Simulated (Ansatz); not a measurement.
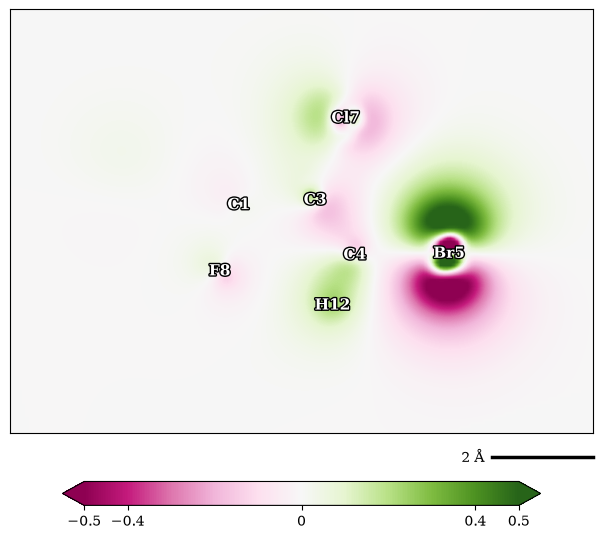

C₄H₄BrCl₂F (SMILES F[C@H](CCl)/C(Cl)=C/Br). The HOMO−1 on the plane of atoms C3, C4 and H12 (values in Å⁻³ᐟ²; the overall sign is arbitrary).

Geometry: r2SCAN-D4/def2-SVP.

Level of theory: isolated molecule in a Gaussian basis; Kohn-Sham density functional theory, functional PBE0 (Ansatz 0.2.0).

Input file:

```
crystal:
  periodic: [false, false, false]
  atoms:
    - symbol: C
      position_ang: [-2.095977, -1.505247, 0.512552]
    - symbol: C
      position_ang: [-1.672441, -0.254998, 1.264471]
    - symbol: C
      position_ang: [-0.900345, -2.356686, 0.148634]
    - symbol: C
      position_ang: [-0.485274, -2.505300, -1.117245]
    - symbol: Br
      position_ang: [0.974081, -3.540763, -1.648540]
    - symbol: Cl
      position_ang: [-3.097999, 0.658495, 1.845862]
    - symbol: Cl
      position_ang: [-0.133513, -3.112257, 1.503950]
    - symbol: F
      position_ang: [-2.753688, -1.131623, -0.639362]
    - symbol: H
      position_ang: [-2.790812, -2.099623, 1.135209]
    - symbol: H
      position_ang: [-1.056935, -0.521627, 2.133897]
    - symbol: H
      position_ang: [-1.097434, 0.398034, 0.591663]
    - symbol: H
      position_ang: [-1.026014, -2.010591, -1.926021]
basis:
  gaussian: {orbitals: def2-SVPD}
hamiltonian: {xc: {name: PBE0}}
output: {forces: true, orbitals: {seedname: orbitals}}
```

Command:

```sh
ansatz run input.yaml --threads 4 --pin off --max-ram 7830MiB --events-out events.jsonl --progress --plain --runs-dir runs
```

**Where does this orbital lie, and at what energy?**

Its weight (Hirshfeld) is mainly on Br5 (about 85 %); largely a lone pair of Br5. Its energy is −8.70 eV.
